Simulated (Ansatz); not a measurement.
Electronic density of states of amorphous Bi20Se30, density 7.26 g/cm³, on a 2×2×2 Γ-centred mesh with a Gaussian width of 0.1 eV; energies count from the Fermi level, whose place inside the gap is arbitrary. Cell and mesh are small, so fine structure isn't converged. All values below come from PBE-D3(BJ), scalar-relativistic without spin-orbit coupling, PAW (Ansatz default set, large-core Se) (plane waves to 420 eV; Ansatz, a program for electronic structure). Sampling: a 2×2×2 Γ-centred mesh; Fermi-Dirac width 0.05 eV; no spin polarisation.

It comes from a melt-quench run on a machine-learned potential (CHGNet), relaxed afterwards by DFT. The hot cell started wider than the set density and was brought back towards it in steps. It is the lowest in DFT energy of 3 quenches. It is a model cell: composition and starting density were chosen by hand, and all elements were melted together. The geometry includes D3(BJ) dispersion. Its density started from a set value of 6.97 and ended at 7.26 g/cm³. The simulated quench (nominally 79 K/ps over its main leg) is rapid and tends to freeze in more defects than a deposited or slowly cooled glass has. A cell of this size samples the disorder only roughly. Volume and shape were free in the relaxation. On a 2×2×2 Γ-centred mesh force components of up to 0.14 eV/Å stay, since the relaxation ran on one k-point at (1/4, 1/4, 1/4). Cycles of charging lowered its energy after that relaxation.

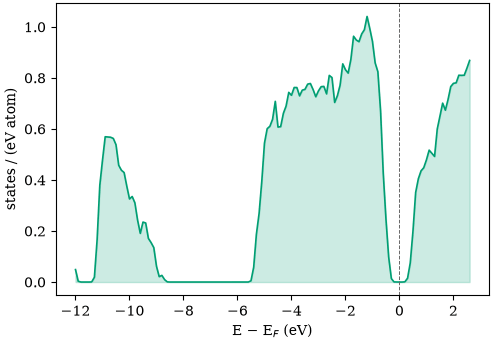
Density of states per atom

The gap on this mesh is 0.84 eV; the broadening fills part of it in the curve.
